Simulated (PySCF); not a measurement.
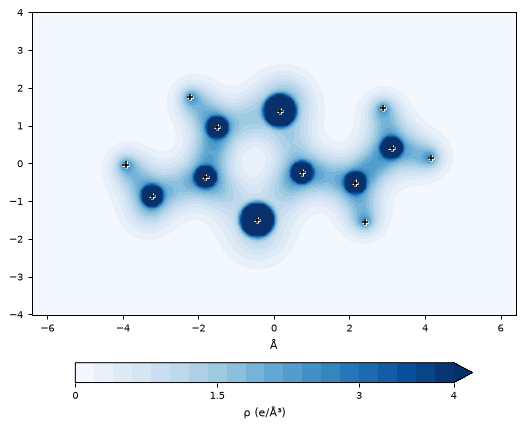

The total electron density on a plane through atoms (crosses mark nuclei in the plane).

All numbers below come from PySCF, PBE0/def2-SVPD, SCF density, gas phase.

Candidates:
A. C6H7PS (SMILES C=Cc1pc(C)cs1)
B. C5H8N2O (SMILES COc1ccn(C)n1)
C. C8H8BN (SMILES C1=CB2C=CC=CN2C=C1)

**Which system is this?**

Candidate A: C6H7PS on the plane of atoms C2, C3 and S8, which holds C, P, S and H. C–C (1.33 Å): ρ at the midpoint is about 2.3 e/Å³. C–S (1.72 Å): the density is about 1.5 e/Å³ at the midpoint.
